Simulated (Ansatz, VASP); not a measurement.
# Cross-check of ZnS (Sphalerite) between VASP and Ansatz, part 2 of 2

Aim: how closely do two programs agree when they are given the same cell, functional and k mesh? The cell is taken from a series of VASP runs on this material, whose earlier steps may have relaxed, scaled or displaced it; both programs get it as it stands. Valence electrons are named where the data sets of a main pair hold unlike numbers.

VASP 6.6.1 and Ansatz 0.2.0.

So far. Step 4 (Side by side): The walks stopped with 0.00 GPa left in Ansatz and 0.07 GPa in VASP; each walk ends within a tolerance, so the volume difference is uncertain by about these residues over the bulk modulus, most in soft cells.

### Step 5. VASP: band structure, HSE06

Level of this step: HSE06; plane waves and PAW (Zn, S) (VASP).

The same path points are solved in both programs, so levels can be compared one by one.

The run reads the wave functions of an earlier VASP run, which isn't shown here.

Input file INCAR:

```
SYSTEM = ZnS
PREC = Accurate
ENCUT = 400
EDIFF = 1E-06
NELM = 100
ISMEAR = 0
SIGMA = 0.05
LREAL = .FALSE.
ALGO = Normal
LHFCALC = .TRUE.
AEXX = 0.25
GGA = PE
HFSCREEN = 0.2
LASPH = .TRUE.
NBANDS = 15
PRECFOCK = Fast
LORBIT = 11
LWAVE = .FALSE.
LCHARG = .FALSE.
KPAR = 2
```

Input file POSCAR:

```
ZnS
1.0
    0.0000000000      2.6902736767      2.6902736767
    2.6902736767      0.0000000000      2.6902736767
    2.6902736767      2.6902736767      0.0000000000
Zn S
1 1
Direct
    0.0000000000      0.0000000000      0.0000000000
    0.2500000000      0.2500000000      0.2500000000
```

Input file KPOINTS:

```
Automatic mesh
0
Gamma
5 5 5
0 0 0
```

Input file KPOINTS_OPT:

```
Line mode
6
Line-mode
Reciprocal
  0.00000000   0.00000000   0.00000000 GAMMA
  0.50000000   0.00000000   0.50000000 X

  0.50000000   0.00000000   0.50000000 X
  0.50000000   0.25000000   0.75000000 W

  0.50000000   0.25000000   0.75000000 W
  0.37500000   0.37500000   0.75000000 K

  0.37500000   0.37500000   0.75000000 K
  0.00000000   0.00000000   0.00000000 GAMMA

  0.00000000   0.00000000   0.00000000 GAMMA
  0.50000000   0.50000000   0.50000000 L

  0.50000000   0.50000000   0.50000000 L
  0.62500000   0.25000000   0.62500000 U

  0.62500000   0.25000000   0.62500000 U
  0.50000000   0.25000000   0.75000000 W

  0.50000000   0.25000000   0.75000000 W
  0.50000000   0.50000000   0.50000000 L

  0.50000000   0.50000000   0.50000000 L
  0.37500000   0.37500000   0.75000000 K

  0.62500000   0.25000000   0.62500000 U
  0.50000000   0.00000000   0.50000000 X
```

PAW data sets: Zn and S (PBE family, release 64).

On the command line:

```
> mpirun -np 2 vasp_std
```

Numbers of over 12 decimals in the logs are rounded to 6 here.

The program printed:

```text
[banner, memory and clock lines left out]
running    2 mpi-ranks, on    1 nodes
[...]
LDA part: xc-table for (Slater+PW92), standard interpolation
 found WAVECAR, reading the header
 POSCAR, INCAR and KPOINTS ok, starting setup
[...]
reading WAVECAR
 the WAVECAR file was read successfully
 initial charge from wavefunction
 entering main loop
       N       E                     dE             d eps       ncg     rms          rms(c)
DAV:   1    -0.837485919129E+01   -0.83749E+01   -0.11293E-01   386   0.186E+01    0.551E-01
DAV:   2    -0.837680270696E+01   -0.19435E-02   -0.92178E-02   321   0.468E+00    0.324E-01
DAV:   3    -0.837741847871E+01   -0.61577E-03   -0.45943E-03   377   0.867E-01    0.210E-01
DAV:   4    -0.837744883630E+01   -0.30358E-04   -0.32442E-04   356   0.229E-01    0.118E-01
DAV:   5    -0.837745379774E+01   -0.49614E-05   -0.25111E-05   378   0.472E-02    0.686E-02
DAV:   6    -0.837745502668E+01   -0.12289E-05   -0.23166E-06   335   0.199E-02    0.414E-02
DAV:   7    -0.837745498785E+01    0.38831E-07   -0.53496E-07   241   0.901E-03
   1 F= -.83774550E+01 E0= -.83774550E+01  d E =-.378129E-11
 Start KPOINTS_OPT (optional k-point list driver)
k-point batch [1-10\60]
       N       E                     dE             ncg
DAV:   1     0.162110934242E+03   -0.44278E+04      300
DAV:   2    -0.836544576128E+03   -0.99866E+03      328
DAV:   3    -0.899772256252E+03   -0.63228E+02      377
DAV:   4    -0.900846307870E+03   -0.10741E+01      405
DAV:   5    -0.900857777317E+03   -0.11469E-01      419
DAV:   6    -0.900857959636E+03   -0.18232E-03      405
DAV:   7    -0.900857963562E+03   -0.39255E-05      391
DAV:   8    -0.900857963647E+03   -0.84804E-07      304
[...]
k-point batch [51-60\60]
       N       E                     dE             ncg
DAV:   1     0.118400351426E+03   -0.57741E+04      300
DAV:   2    -0.874026331507E+03   -0.99243E+03      349
DAV:   3    -0.939117760417E+03   -0.65091E+02      349
DAV:   4    -0.940244443116E+03   -0.11267E+01      405
DAV:   5    -0.940257709894E+03   -0.13267E-01      391
DAV:   6    -0.940257912701E+03   -0.20281E-03      391
DAV:   7    -0.940257916908E+03   -0.42070E-05      384
DAV:   8    -0.940257916998E+03   -0.90141E-07      297
```

OUTCAR, selected parts (step 5):

```text
 POSITION                                       TOTAL-FORCE (eV/Angst)
 -----------------------------------------------------------------------------------
      0.00000      0.00000      0.00000        -0.000000     -0.000000      0.000000
      1.34514      1.34514      1.34514         0.000000      0.000000     -0.000000
 -----------------------------------------------------------------------------------
    total drift:                               -0.000024     -0.000004      0.000015

  FREE ENERGIE OF THE ION-ELECTRON SYSTEM (eV)
  ---------------------------------------------------
  free  energy   TOTEN  =        -8.3774549879 eV

  energy  without entropy=       -8.3774549878  energy(sigma->0) =       -8.37745499

[... 1 part as in an earlier step ...]

[... 2 further parts left out ...]
[key lines of the parts left out:]
E-fermi :   1.7128
```

### Step 6. Ansatz: band structure, HSE06

The same cell, functional, mesh and smearing now go to Ansatz, which takes its cutoff from its data sets.

The cell is taken from a series of VASP runs on this material, whose earlier steps may have relaxed, scaled or displaced it; both programs get it as it stands.

Input file input.yaml:

```yaml
crystal:
  lattice:
    - [0.0, 2.6902736767, 2.6902736767]
    - [2.6902736767, 0.0, 2.6902736767]
    - [2.6902736767, 2.6902736767, 0.0]
  atoms:
    - { symbol: Zn, position: [0.0, 0.0, 0.0] }
    - { symbol: S, position: [0.25, 0.25, 0.25] }
hamiltonian:
  xc: { exchange: pbe, correlation: pbe, exx: { coeff: 0.25, omega: 0.2 } }
  pseudopotentials: { kind: paw }
kpoints:
  mp_grid: { grid: [5, 5, 5] }
  band_path:
    path:
      - [0.0, 0.0, 0.0]
      - [0.5, 0.0, 0.5]
      - [0.5, 0.2, 0.7]
      - [0.4, 0.35, 0.75]
      - [0.15, 0.15, 0.3]
      - [0.2, 0.2, 0.2]
      - [0.55, 0.4, 0.55]
      - [0.6, 0.25, 0.65]
      - [0.5, 0.25, 0.75]
      - [0.5, 0.5, 0.5]
      - [0.375, 0.375, 0.75]
      - [0.5, 0.0, 0.5]
    npoints: 1
scf:
  occupations: { method: gaussian, width: 0.05 }
  n_extra_bands: 7
output:
  forces: true
  stress: true
  eigenvalues: true
```

On the command line:

```
> ansatz run input.yaml --threads 4 --pin off --max-ram 9216MiB --backend cpu --events-out ev --progress --plain --runs-dir out
```

The program printed:

```text
[...]
--- Band table (eV; the first three rows and the last of 10) ---
  k-point 0: bands = [... 5 lower, -2.2861, 5.2112, 5.2112, 5.2112, 8.6337, 12.9146, 12.9146, 12.9146, ... 3 higher]
  k-point 1: bands = [... 5 lower, -2.2876, 2.9063, 4.8537, 4.8537, 9.9200, 13.0706, 13.4618, 13.4618, ... 3 higher]
  k-point 2: bands = [... 5 lower, -2.2674, 0.1111, 4.3572, 4.3572, 9.8816, 13.4792, 13.4792, 15.1198, ... 3 higher]
  k-point 9: bands = [... 5 lower, -1.9606, 0.4253, 2.1457, 3.0075, 11.8235, 12.4051, 13.6854, 16.5345, ... 3 higher]
[key lines of the parts left out:]
Free energy (F): -4223.393818 eV
Fermi energy:    6.922848 eV
P = ⅓ Tr σ = 2.0232 GPa (20.232 kbar)
```

Run time: 20 s. Hardware: 4 threads of Arm Neoverse V1, shared host; peak memory 0.75 GiB; 73 s of CPU time.

### Step 7. Differences

What differs besides the data sets and the points named for the pairs above, as far as they apply: exact exchange at q = 0 is treated differently, which shows on coarse meshes; the cutoff is 420 eV in Ansatz and 400 eV in VASP; VASP takes a coarser grid for exact exchange (PRECFOCK = Fast). Total energies have different zeros and are not compared.

The two programs side by side:

```
                     quantity  Ansatz   VASP  difference
gap over the path points (eV)   3.422  3.410      +0.012
```

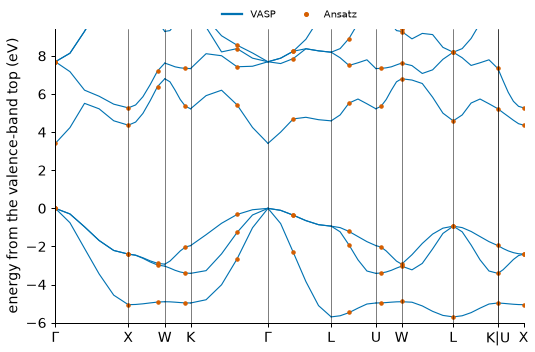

Bands from VASP (lines) and levels from Ansatz (dots). Dots without a line are higher empty bands that the VASP plot leaves out.

Levels at points of the path, from each program's valence-band top (eV; 4 filled, then empty):

```
k (reciprocal lattice)                                   Ansatz                                     VASP
     0.000 0.000 0.000      -7.50 0.00 0.00 0.00 3.42 7.70 7.70      -7.44 0.00 0.00 0.00 3.41 7.70 7.70
     0.500 0.000 0.500  -7.21 -5.05 -2.39 -2.39 4.38 5.29 12.67  -7.16 -5.06 -2.40 -2.40 4.37 5.28 12.68
     0.500 0.200 0.700   -7.06 -4.91 -2.97 -2.87 6.39 7.22 9.80   -7.00 -4.92 -2.97 -2.88 6.39 7.21 9.81
     0.400 0.350 0.750  -7.09 -4.95 -3.39 -2.02 5.37 7.35 10.60  -7.03 -4.96 -3.40 -2.03 5.36 7.35 10.62
     0.150 0.150 0.300   -7.48 -2.66 -1.26 -0.32 5.45 7.43 8.39   -7.42 -2.66 -1.27 -0.32 5.43 7.43 8.38
     0.200 0.200 0.200   -7.50 -2.31 -0.36 -0.36 4.71 7.86 8.25   -7.44 -2.31 -0.36 -0.36 4.70 7.86 8.25
     0.550 0.400 0.550   -7.21 -5.46 -1.92 -1.21 5.54 7.50 8.91   -7.15 -5.47 -1.93 -1.21 5.53 7.50 8.92
     0.600 0.250 0.650  -7.09 -4.95 -3.39 -2.02 5.37 7.35 10.60  -7.03 -4.96 -3.40 -2.03 5.36 7.35 10.62
     0.500 0.250 0.750   -7.04 -4.89 -3.03 -2.92 6.80 7.64 9.28   -6.98 -4.90 -3.03 -2.93 6.80 7.62 9.29
     0.500 0.500 0.500   -7.25 -5.68 -0.93 -0.93 4.61 8.20 8.20   -7.20 -5.70 -0.94 -0.94 4.59 8.20 8.20
```

Among the levels compared at these points, filled levels agree within 61 meV and empty ones within 25 meV.

### Step 8. Results

```json
{"difference in volume (relaxation of cell and atoms, r2SCAN)": "0.48 %", "largest difference of a filled level at the path points (band structure, HSE06)": "61 meV"}
```

What this shows: The largest difference of a filled level at the path points is 61 meV (band structure, HSE06), within the 80 meV picked in this series as the mark of a large difference. How closely two codes agree says nothing of how well the functional describes the real material.

[Lines on the potential files, build, host, timing and source positions are cut from VASP's logs without a mark.]

[Logs are printed without paths, hosts, clocks, repeated set-up lines and the standing remarks that a program may print on its own settings, such as how far it seeks lower states.]

[Hosts, paths, dates, database ids (printed as entryN), source tags and the programs' standing remarks are cut or masked in the printed files.]
